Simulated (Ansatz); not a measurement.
Cost and result by functional for the surface energy of the (31-42) surface of hcp Ti in its 1x1 cell, outermost plane spacing 0.23 Å in the ideal cut, in Ansatz (plane waves, PAW). Single points on the PBE structure, on one kind of machine; costs are rough ratios of the slab run's core time (references not counted) to the cheapest single point. r2SCAN's cost holds its higher cutoff (500 against 420 eV). Differences are taken against r2SCAN for comparison alone: no measured value is at hand, so the table doesn't rank accuracy.

Model: 32-atom slab, 10.4 Å thick at the start (thin: gaps and levels are the slab's own), 6x5x1 mesh, Fermi-Dirac 0.1 eV, dipole correction, all atoms relaxed; held to the start's symmetry, so lower structures may exist; no spin, no spin-orbit, no U. These notes are the PBE run's.

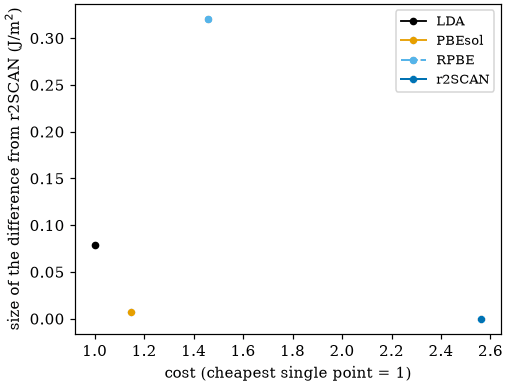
Difference from r2SCAN against cost

```tsv
functional	relative cost	surface energy (J/m²)	less r2SCAN (J/m²)
LDA	1	2.25	0.08
PBEsol	1	2.18	0.01
RPBE	1	1.85	-0.32
r2SCAN	3	2.17	0.00
PBE (the relaxed run's value)	–	2.00	-0.18
```

The values span 0.40 J/m², while the single points' costs differ by a factor of roughly 3. Differences are of unrounded values.

Ansatz is an electronic-structure program.
